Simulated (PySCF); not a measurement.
# GeSe (Germanium monoselenide): M06-2X/STO-6G

Aim: the vertical ionisation energy of GeSe (Germanium monoselenide) at M06-2X/STO-6G, from 2 runs. The job is set up through a Python script.

Program for the calculation: PySCF 2.14.0.

19 further runs of the same task are left out: 11 that didn't finish, 8 set aside as unsound or not needed.

### 1 Starting point

GeSe: 2 atoms, total charge 0, spin state singlet. As SMILES, `[Ge-]#[Se+]`. Geometry: the measured bond length.

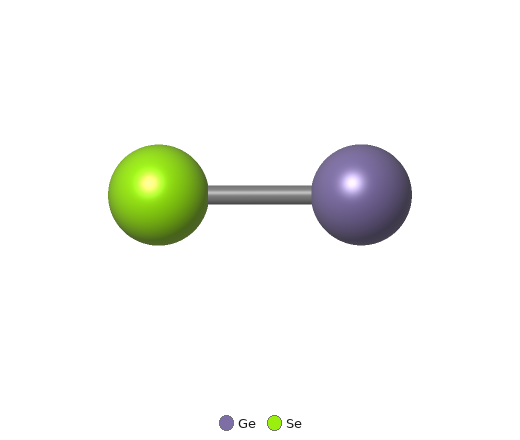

The structure, seen from a chosen angle (germanium purple, selenium green).

### 2 A single-point energy at M06-2X/STO-6G

run.py

```python
from pyscf import gto, dft

molecule = gto.Mole()
molecule.atom = '''
Ge   0.000000   0.000000   0.000000
Se   0.000000   0.000000   2.134629
'''
molecule.spin = 0
molecule.basis = 'sto-6g'
molecule.verbose = 3
molecule.charge = 0
molecule.max_memory = 1860
molecule.build()

ks = dft.RKS(molecule, xc='m06-2x')
ks.conv_tol = 1e-10
ks.grids.level = 5
ks.kernel()
if not ks.converged:
    ks = ks.newton().run(ks.mo_coeff, ks.mo_occ)

etot = ks.e_tot
print('E(%s) = %.9f' % ('M06-2X', etot))
```

Started as:

```sh
$ OMP_NUM_THREADS=1 python run.py
```

Output:

```text
converged SCF energy = -4454.58473866246
E(M06-2X) = -4454.584738662
```

Run time: 6.3 s. Hardware: 1 thread of Arm Neoverse V1, shared host; peak memory 0.24 GiB.

### 3 The doublet cation

input.py

```python
from pyscf import gto, dft

mol = gto.M(
    atom='''
Ge     0.000000     0.000000     0.000000
Se     0.000000     0.000000     2.134629
''',
    max_memory=1860,
    verbose=3,
    basis='sto-6g',
    spin=1,
    charge=1,
)

mf = dft.UKS(mol)
mf.xc = 'm06-2x'
mf.grids.level = 5
mf.conv_tol = 1e-10
mf.kernel()
if not mf.converged:
    mf = mf.newton().run(mf.mo_coeff, mf.mo_occ)

etot = mf.e_tot
print('Final energy', etot)
```

Started as:

```sh
$ OMP_NUM_THREADS=1 python input.py
```

Output:

```text
WARN: HOMO -0.626433039679299 >= LUMO -0.62643303967929

converged SCF energy = -4454.29974354234  <S^2> = 0.77376077  2S+1 = 2.0236213
Final energy -4454.299743542341
```

Run time: 13 s. Hardware: 1 thread of Arm Neoverse V1, shared host; peak memory 0.24 GiB.

### 4 Summary of results

Level: M06-2X/STO-6G.

| quantity | value |
| --- | --- |
| singlet GeSe: total energy | -4454.58474 Eh |
| singlet GeSe: dipole moment | 1.90 D |
| singlet GeSe: HOMO energy | -5.70 eV |
| singlet GeSe: LUMO energy | 1.69 eV |
| singlet GeSe: HOMO–LUMO gap | 7.39 eV |
| doublet cation: total energy | -4454.29974 Eh |
| doublet cation: HOMO energy (highest over α and β) | -13.74 eV |
| doublet cation: LUMO energy (lowest over α and β) | -9.57 eV |
| doublet cation: ⟨S²⟩ | 0.774 |
| vertical ionisation energy (to the doublet cation) | 7.755 eV |

In words: Removing an electron at fixed nuclei costs 7.76 eV (748 kJ/mol). The negative HOMO energy of the first species, 5.70 eV, lies 2.06 eV below that difference. In a minimal basis such a difference can be off by several eV, whatever the method.
